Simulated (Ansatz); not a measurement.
System (SMILES): Cl (HCl).
Atoms: Cl1, H2. Bonds: Cl1-H2.

Basis-set convergence of the highest harmonic wavenumber at MP2 with Ansatz (a program for electronic structure). Each level at its own minimum, finite differences of forces, unscaled; the reference is a large set that could be run, not a limit. Cartesian d functions, on some or all atoms, in 6-31G**, 6-311+G**; all else is spherical. Cores are frozen. No added dispersion term, no relativity. Reference: the value in aug-pcseg-3, 3046 cm⁻¹, itself unsure by roughly 2 cm⁻¹ (its mean distance from aug-cc-pV(Q+d)Z, def2-QZVPPD, pcseg-3). Deviations are taken from unrounded values.

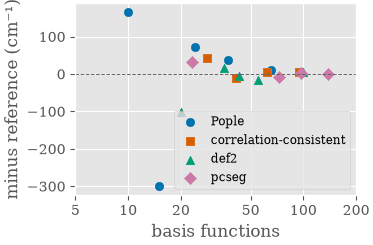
Deviation from the reference against the number of basis functions, by family of sets.

| basis | functions | highest harmonic wavenumber (cm⁻¹) | minus reference (cm⁻¹) |
|---|---|---|---|
| STO-3G | 10 | 3212 | 165 |
| 6-31G | 15 | 2747 | -299 |
| def2-SV(P) | 20 | 2946 | -100 |
| pcseg-1 | 23 | 3079 | 33 |
| 6-31G** | 24 | 3118 | 72 |
| cc-pV(D+d)Z | 28 | 3089 | 42 |
| def2-SVPD | 35 | 3061 | 15 |
| 6-311+G** | 37 | 3082 | 36 |
| aug-cc-pV(D+d)Z | 41 | 3035 | -12 |
| def2-TZVP | 43 | 3041 | -5 |
| def2-TZVPD | 55 | 3029 | -17 |
| jun-cc-pV(T+d)Z | 62 | 3052 | 5 |
| 6-311++G(3df,3pd) | 65 | 3057 | 11 |
| aug-pcseg-2 | 73 | 3039 | -7 |
| cc-pV(Q+d)Z | 94 | 3052 | 5 |
| pcseg-3 | 97 | 3049 | 3 |
| def2-QZVPP | 100 | 3051 | 5 |
| aug-pcseg-3 | 138 | 3046 | 0 |
